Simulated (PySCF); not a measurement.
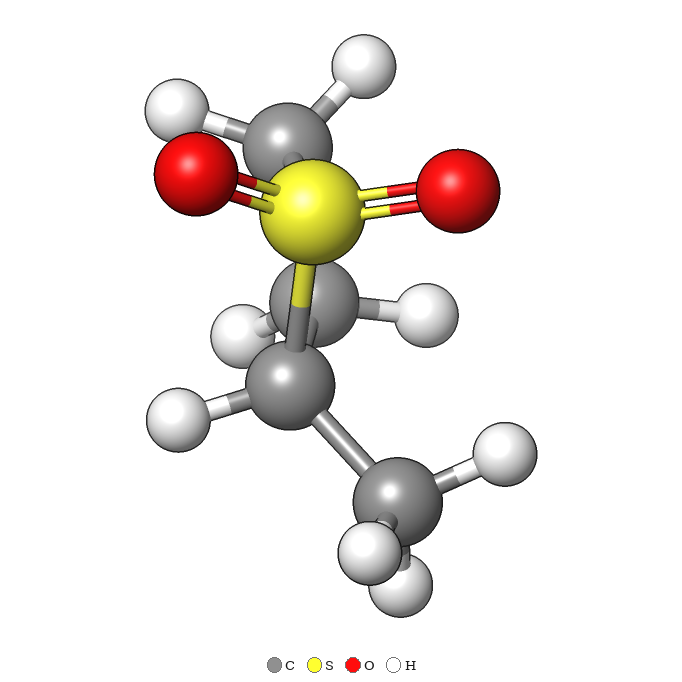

Multiple sticks mark multiple bonds (one Kekulé form).

The geometry was computed by an optimisation with GFN2-xTB. No frequency run is at hand to confirm it as a minimum.

Give the formula.

Answer. C4H8O2S, 15 atoms: 4 carbon, 8 hydrogen, 2 oxygen and 1 sulfur.

Describe its rings.

Answer. Independent rings (smallest set): 1 of 4 members.

What is its SMILES?

Answer. C[C@@H]1CCS1(=O)=O

Give the symmetry (Schoenflies symbol).

Answer. C1.

Name some functional groups or characteristic bonds that it holds.

Answer. Among them: sulfone.

More results for the same structure follow; atom numbers are the same in all pictures, views and colours differ.

## NMR shielding

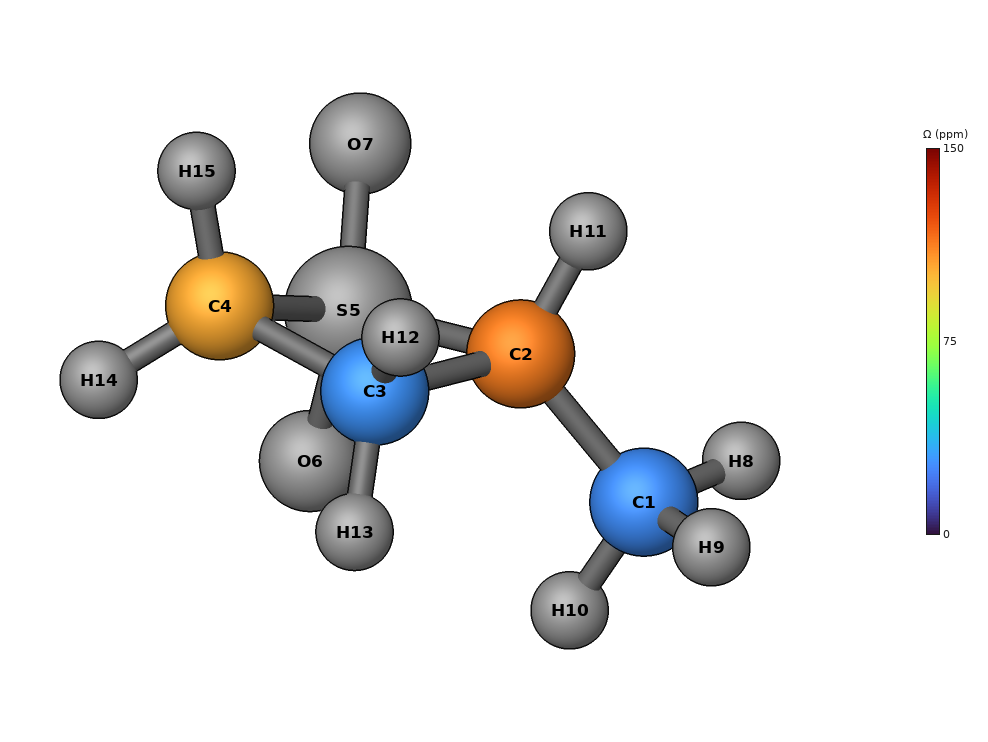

The C atoms are coloured by the span of their shielding tensor. No frequency run is at hand to confirm it as a minimum. Level of theory: GIAO PBE0/pcSseg-1 NMR shielding, non-relativistic, gas phase (PySCF 2.14.0). Principal shieldings σ11 ≤ σ22 ≤ σ33, span Ω = σ33 − σ11, skew κ = 3(σiso − σ22)/Ω.

Give the shielding tensors of the C atoms.

| atom | σ11 | σ22 | σ33 | σiso | Ω | κ |
| --- | --- | --- | --- | --- | --- | --- |
| C1 | 160.7 | 165.2 | 188.3 | 171.4 | 27.7 | 0.67 |
| C2 | 50.9 | 105.0 | 163.0 | 106.3 | 112.1 | 0.03 |
| C3 | 153.1 | 170.3 | 182.2 | 168.5 | 29.1 | −0.18 |
| C4 | 71.0 | 109.5 | 174.2 | 118.3 | 103.2 | 0.25 |

Shieldings and span in ppm.

## Quadrupole coupling

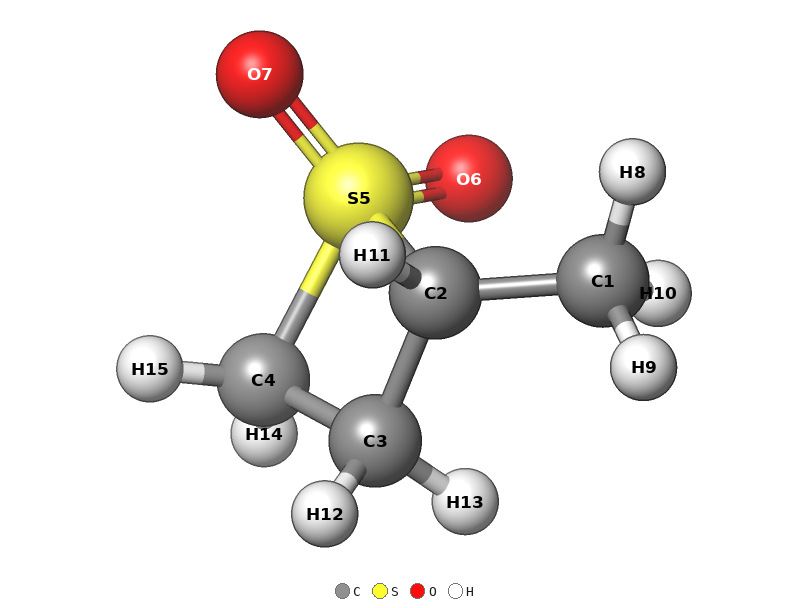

No frequency run is at hand to confirm it as a minimum. Electric field gradients from the ground-state density, PBE0/pcSseg-1 (PySCF 2.14.0), non-relativistic apart from any core potentials.

Give the largest field-gradient component, the quadrupole coupling constant and the asymmetry for 33S at S5 (Q = −67.81 mb), 17O at O6 (Q = −25.6 mb), 17O at O7 (Q = −25.6 mb).

| atom | V_zz (a.u.) | e²qQ/h (MHz) | η |
| --- | --- | --- | --- |
| S5 | 0.147 | −2.34 | 0.18 |
| O6 | 1.288 | −7.74 | 0.06 |
| O7 | 1.275 | −7.67 | 0.13 |

## Ring current

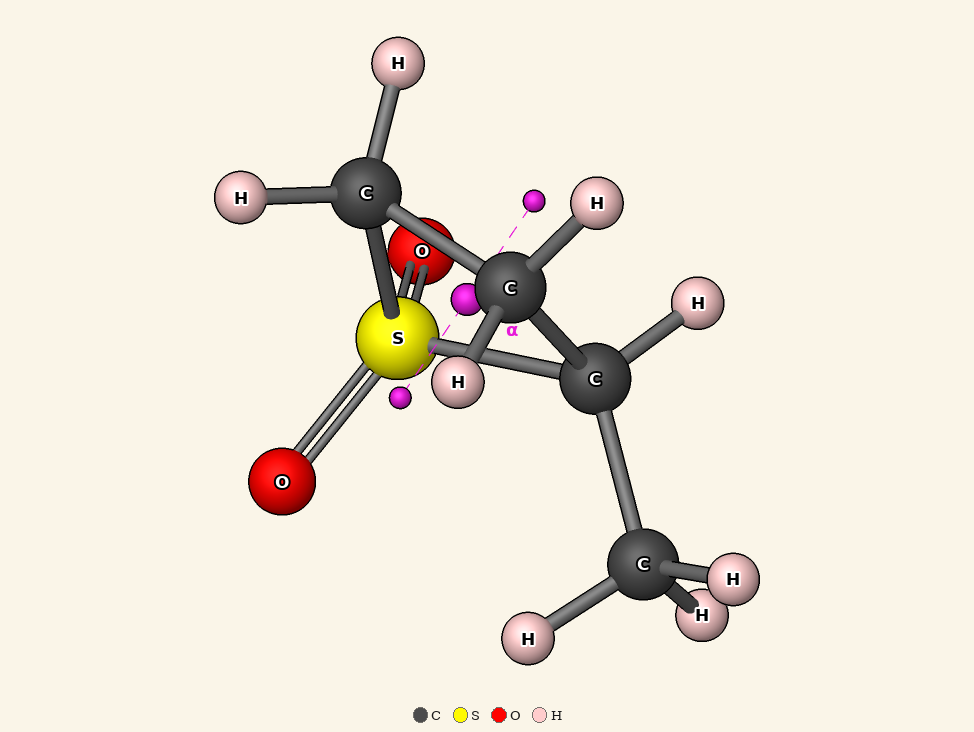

The small points mark where nucleus-independent chemical shifts (NICS) were computed: at the centre of each lettered ring and 1 Å above and below it. No frequency run is at hand to confirm it as a minimum. Method: GIAO PBE0/pcSseg-1 NMR shielding, non-relativistic, gas phase (PySCF 2.14.0).

Give NICS(0), NICS(1) and the out-of-plane component NICS(1)zz for each ring (means of the two sides).

| ring | members | NICS(0) | NICS(1) | NICS(1)zz |
| --- | --- | --- | --- | --- |
| α | C3S | −4.3 | −1.9 | 0.5 |

Values in ppm.

## Electronic properties

No frequency run is at hand to confirm it as a minimum. Properties computed with PBE0/def2-SVPD, gas phase (PySCF 2.14.0). Excitations: vertical, linear response.

Give the dipole moment at this level.

Answer. 5.12 D.

Give the HOMO energy (Kohn–Sham orbital) at this level.

Answer. −8.26 eV.

Estimate the lowest vertical singlet excitation.

Answer. 7.41 eV.

Estimate the HOMO–LUMO gap.

Answer. 8.55 eV.
